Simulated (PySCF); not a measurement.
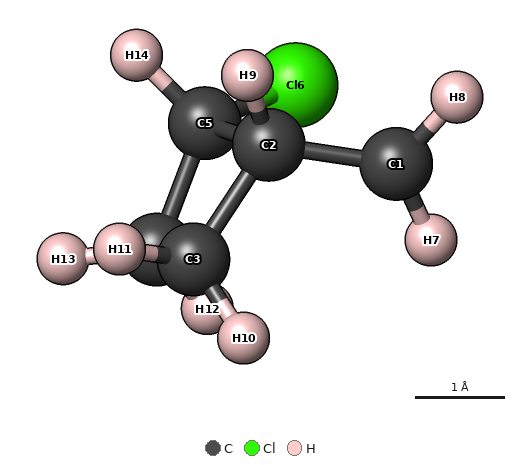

*The structure (ball-and-stick view, seen at a tilt; atoms are numbered from 1 in the order of the input).*

Bond lengths as drawn: C–C 1.46 to 1.58 Å, C–Cl 1.77 Å and C–H 1.07 to 1.09 Å.

EPR calculation of C5H8Cl

The run: EPR calculation of C5H8Cl, multiplicity 2. Method and program: UKS B3LYP, pcH-1 on C Cl H, non-relativistic, mean-field spin-orbit, GIAO (PySCF 2.14.0).

It belongs to a series of runs on one base structure; here: H removed from sp3 C.

Output
```
UKS, coarse grid
  cycle   1  E = -655.43803555  |g| = 2.84e-01
  cycle   2  E = -655.43335132  |g| = 3.02e-01
  cycle   3  E = -655.47759841  |g| = 4.50e-02
  cycle   4  E = -655.47839062  |g| = 2.05e-02
  cycle   5  E = -655.47858337  |g| = 5.39e-03
  cycle   6  E = -655.47859661  |g| = 3.30e-03
  cycle   7  E = -655.47860257  |g| = 8.71e-04
UKS, final grid
  cycle   1  E = -655.47854304  |g| = 1.09e-03
  cycle   2  E = -655.47854233  |g| = 1.65e-03
  cycle   3  E = -655.47854361  |g| = 1.19e-04
  cycle   4  E = -655.47854361  |g| = 5.30e-05
  cycle   5  E = -655.47854362  |g| = 2.23e-05
E = -655.47854362 Eh   <S^2> = 0.7539 (exact 0.7500)
g shifts (ppm)      1          2          3
  rmc          -145       -145       -145
  gc             11         38         29
  oz_so        -150        495       1388
  total        -284        388       1272
hyperfine (MHz)  atom isotope    a_iso     a_fc   dipolar eigenvalues
    0   13C      92.25      92.36    -80.24    -79.49    159.73
    1   13C     -34.76     -34.77     -2.79     -0.89      3.68
    2   13C      49.80      49.80     -3.86     -3.53      7.40
    3   13C      -4.12      -4.12     -0.74     -0.36      1.10
    4   13C     106.17     106.21     -8.48     -8.14     16.62
    5  35Cl       4.27       4.29     -1.47     -0.46      1.93
    6    1H     -60.24     -60.25    -38.21     -0.82     39.04
    7    1H     -61.82     -61.83    -38.76     -0.31     39.06
    8    1H      17.80      17.80     -5.18     -4.25      9.43
    9    1H      -3.60      -3.60     -5.11     -2.16      7.27
   10    1H       2.07       2.07     -2.57     -1.93      4.51
   11    1H       0.50       0.50     -1.95     -1.70      3.65
   12    1H      -0.01      -0.01     -1.51     -0.74      2.25
   13    1H       1.22       1.22     -4.61     -2.06      6.67
```

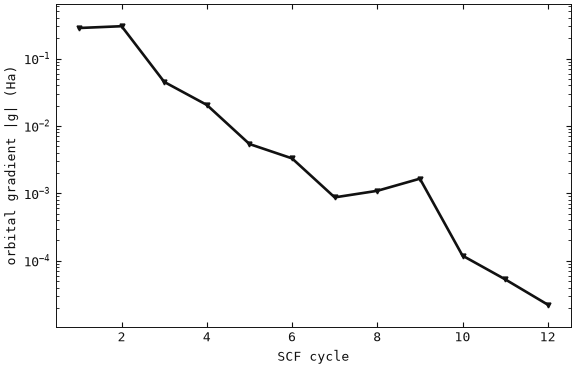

*Convergence of the self-consistent field: orbital gradient |g| against the SCF cycle.*

All cycles printed in the log are drawn one after another.

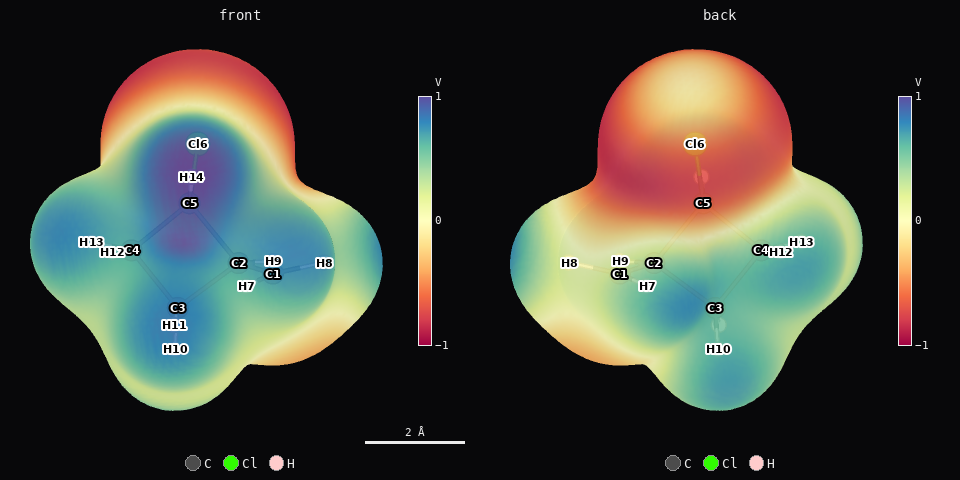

*The molecular electrostatic potential painted on the density surface at 0.002 e/bohr³, seen at a tilt and from behind; the colour scale runs from red (negative) to blue (positive).*

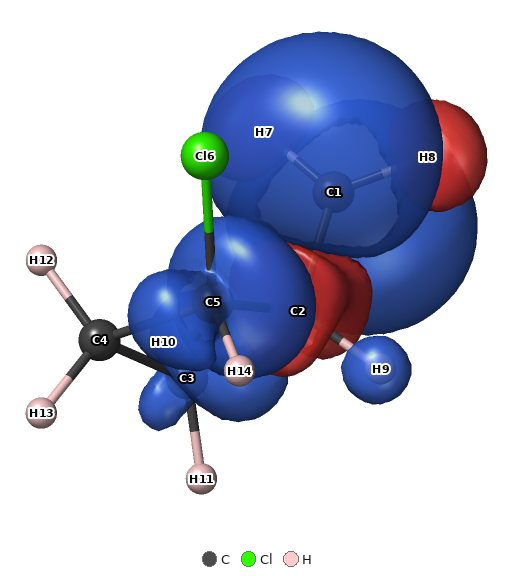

*Isosurfaces of the spin density (α minus β) at +0.006 (blue) and −0.006 e/Å³ (red), seen at an oblique angle.*

The unpaired spin (1 electron) lies mostly on C1 (about 0.7), in electrons by Hirshfeld's partition.

The run was set up as follows.

Input file
```
{"job": {"kind": "epr", "basis": "pcH-1"}, "charge": 0, "multiplicity": 2}
C      1.618531     0.071640    -0.840841
C      0.536522    -0.631206    -0.166756
C     -0.874395    -0.393365    -0.770559
C     -1.236483     0.538325     0.393528
C     -0.007411     0.042146     1.149439
Cl     1.010695     1.282476     1.897874
H      1.452323     1.048907    -1.251301
H      2.620945    -0.307612    -0.818213
H      0.800115    -1.677421    -0.001787
H     -0.871527     0.063436    -1.756735
H     -1.472231    -1.301045    -0.794943
H     -1.157183     1.589782     0.128268
H     -2.190857     0.364784     0.885988
H     -0.229722    -0.691320     1.923872
```

The first line tells a small driver script what to run in PySCF; the rest is the geometry in Å.

Run as:
```bash
OMP_NUM_THREADS=1 python <driver script> task.json out
```

Results in brief

| quantity | value |
| --- | --- |
| outcome | converged |
| total energy | −655.478544 hartree |
| ⟨S²⟩ | 0.754 |
| isotropic g | 2.0028 |
| hardware | 1 CPU thread, shared host |
| wall time | 53 s |
| peak memory | 0.98 GiB |
